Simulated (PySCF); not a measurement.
# Al2F6 ((F2Al-mu-F)2): what the fields show

Input file:

```
{"job": {"kind": "nmr", "xc": "PBE0", "basis": {"default": "pcSseg-1", "Al": "pcSseg-2"}}, "charge": 0, "multiplicity": 1}
Al    -0.115501    -0.762628    -1.167381
F     -0.612677     0.016334    -2.526442
F      0.232066    -2.367291    -1.088870
F      1.131883     0.214525    -0.284297
Al     0.149384     0.741380     1.147600
F      0.648535    -0.035052     2.507007
F     -0.197741     2.345592     1.063346
F     -1.097721    -0.238511     0.265338
```

Launched as:

```sh
OMP_NUM_THREADS=1 python probes_run.py task.json out
```

Geometry: PBE0-D3(BJ)/def2-SVP.

Theory: PBE0/pcSseg-1 Al:pcSseg-2, SCF density, gas phase, non-relativistic (PySCF 2.14.0).

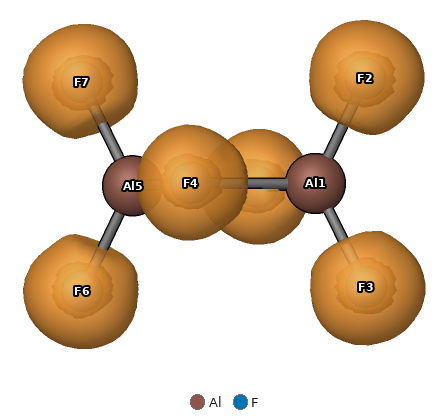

Figure 1. Isosurface of the electron localisation function at 0.75 (orange), seen at a tilt. Core shells and regions of very low density are left out.

> Identify the bonds, lone pairs and shells in this picture.

The surface consists of six regions wrapped around F (the valence shell of each). Along the contacts the grid gives the following. Al–F (1.64 Å): the ELF peaks at about 0.85 in the valence shell of F, 0.6 Å from its nucleus, and is about 0.40 at the midpoint. Al–F (1.81 Å): the ELF peaks at about 0.85 in the valence shell of F, 0.5 Å from its nucleus, and is about 0.40 at the midpoint.

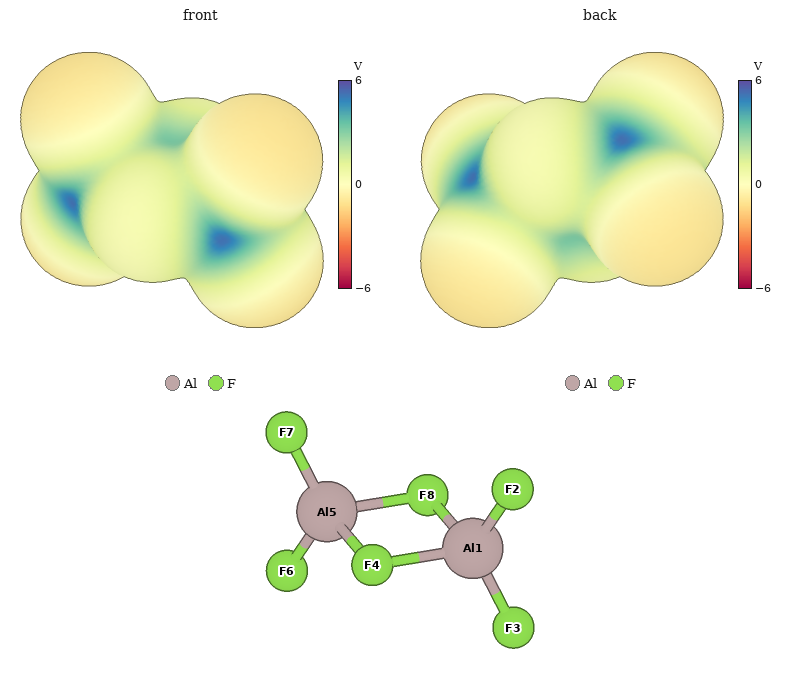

Figure 2. The electrostatic potential painted on the density surface at 0.002 e/bohr³, seen from the front and from behind; the colour scale runs from red (negative) to blue (positive). The bare structure is drawn below in the same view.

> Which sites attract a positive test charge, and which a negative one?

A positive charge is drawn to the negative regions and a negative charge to the positive ones. The most negative region (about −0.9 V, or −21 kcal/mol for a unit charge) lies over F2, F3, F6 and F7, the most positive (about +5.0 V, or +115 kcal/mol for a unit charge) over Al1 and Al5.

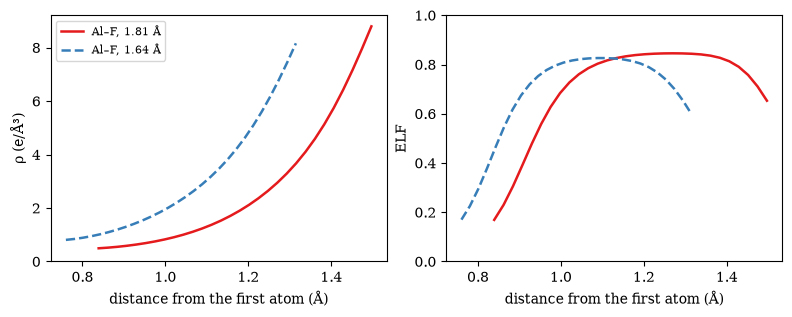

Figure 3. Electron density and ELF along straight lines between neighbouring atoms. The curves leave out the atomic cores.

> Compare the contacts.

Al–F (1.81 Å): ρ at the midpoint is about 0.59 e/Å³; the ELF peaks at about 0.85 in the valence shell of F, 0.5 Å from its nucleus, and is about 0.40 at the midpoint.
Al–F (1.64 Å): ρ is about 0.95 e/Å³ halfway; the ELF peaks at about 0.85 in the valence shell of F, 0.6 Å from its nucleus, and is about 0.40 at the midpoint.
